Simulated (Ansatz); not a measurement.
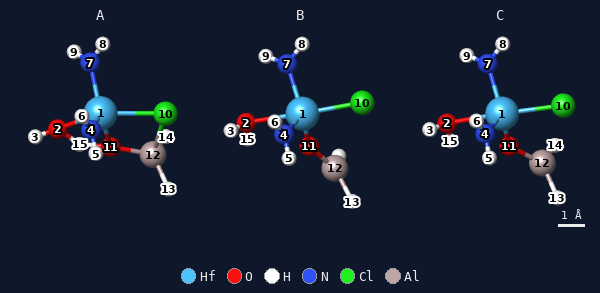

3 geometries from a converged minimum-energy path of HfAlN2H8O2Cl, shuffled. Style: ball-and-stick. Shown from a free direction.

Level of theory: Ansatz 0.2.0, RHF/def2-SVP. Set-up: 7 movable images; climbing image; force threshold 0.05 eV/Å; iteration limit 60; starting path through a guess of the saddle point.

**One of them is the converged climbing image. Which?**

A. In order along the path, whose images run from 0 to 8: A (image 4, +30.7 kcal/mol), C (image 7, +19.5 kcal/mol), B (image 8, +19.5 kcal/mol). Breaking: Cl10–Al12 (2.30 → 2.52 at the top → 4.08 Å), O11–H15 (0.95 → 1.24 at the top → 2.45 Å). Forming: O2–H15 (2.96 → 1.17 at the top → 0.95 Å).

Limits of the set-up: Hartree-Fock leaves out electron correlation.
